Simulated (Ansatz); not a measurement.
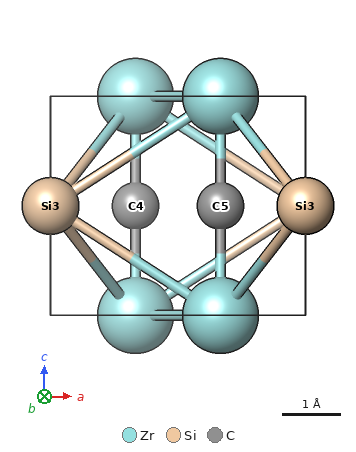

This is the input geometry for a relaxation of solid Zr2SiC2 (a generated structure, set up in P6/mmm) (coarse preliminary run). The picture is a ball-and-stick view of the cell of the calculation, seen along the b axis.

These are results of Ansatz, DFT PBE, scalar-relativistic, plane waves, PAW, not measurements.

Input
```yaml
crystal:
  lattice:
    - [5.1322316, 0.0, 0.0]
    - [-2.5661158, 4.44464294, 0.0]
    - [0.0, 0.0, 3.81939991]
  atoms:
    - { symbol: Zr, position: [0.33333333, 0.66666667, 0.0] }
    - { symbol: Zr, position: [0.66666667, 0.33333333, 0.0] }
    - { symbol: Si, position: [0.0, 0.0, 0.5] }
    - { symbol: C, position: [0.33333333, 0.66666667, 0.5] }
    - { symbol: C, position: [0.66666667, 0.33333333, 0.5] }
basis:
  ecutwfc: 420
kpoints:
  mp_grid: { grid: [6, 6, 4] }
hamiltonian:
  xc: pbe
scf:
  occupations: { method: gaussian, width: 0.1 }
  lower_state_search: "off"
output:
  forces: true
  stress: true
  eigenvalues: true
relax:
  adjacent_minimum: "off"
  f_tol: 0.04
  max_steps: 70
  cell: { stress_tol: 0.4 }
```

Command:
```bash
ansatz run input.yaml --threads 1 --pin off --max-ram 2560MiB --backend cpu --events-out ev --progress --plain --runs-dir out
```

Where does the relaxation end?

Answer. No atom moves by more than 0.005 Å relative to the cell. Cell: a = b 5.132 → 4.664 Å (−9.1 %), c 3.819 → 4.434 Å (+16.1 %). Volume −4.1 %. Among the contacts that change: Zr1–C4 1.910 → 2.217 Å, Zr1–Zr2 2.963 → 2.693 Å, Zr1–Si3 3.525 → 3.488 Å. The space group stays P6/mmm (No. 191). After 7 accepted moves (9 points after the start) the energy has fallen by 445 meV per atom. All forces vanish by symmetry, so only the cell relaxes. The pressure goes from 20.83 to 0.00 GPa. The SCF was repeated twice at an unchanged geometry on a basis and grid sized afresh for the cell, which shifted the energy by 6.6 meV per atom at most. Cost: 26 s on 1 thread of Arm Neoverse V2, with other jobs on the host, peak memory 0.36 GiB.

History of the run:

```tsv
step	E − E(0), meV/atom	pressure, GPa	volume, Å³/atom	note
0	0.00	20.83	17.425	
1	-231.76	9.50	18.555	
2	-347.85	1.57	18.897	
3	-414.44	-0.11	17.744	
4	-433.87	-1.24	16.483	
5	-438.14	-0.51	16.705	
6	-438.48	-0.03	16.720	
7	-445.09	0.24	16.720	same geometry, new basis
8	-445.18	0.00	16.706	
9	-445.17	0.00	16.706	same geometry, new basis
```

Final geometry:

```
CELL_PARAMETERS angstrom
4.66384 0.00000 0.00000
-2.33192 4.03900 0.00000
0.00000 0.00000 4.43428
ATOMIC_POSITIONS crystal
Zr 0.33333 0.66667 0.00000
Zr 0.66667 0.33333 0.00000
Si 0.00000 0.00000 0.50000
C 0.33333 0.66667 0.50000
C 0.66667 0.33333 0.50000
```

After the run, drawn alike:

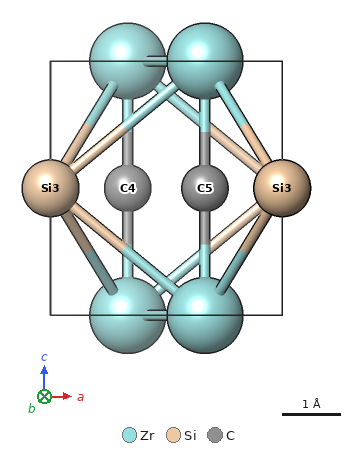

Limits of the set-up: the k-point mesh is coarse for a cell with partly filled bands.
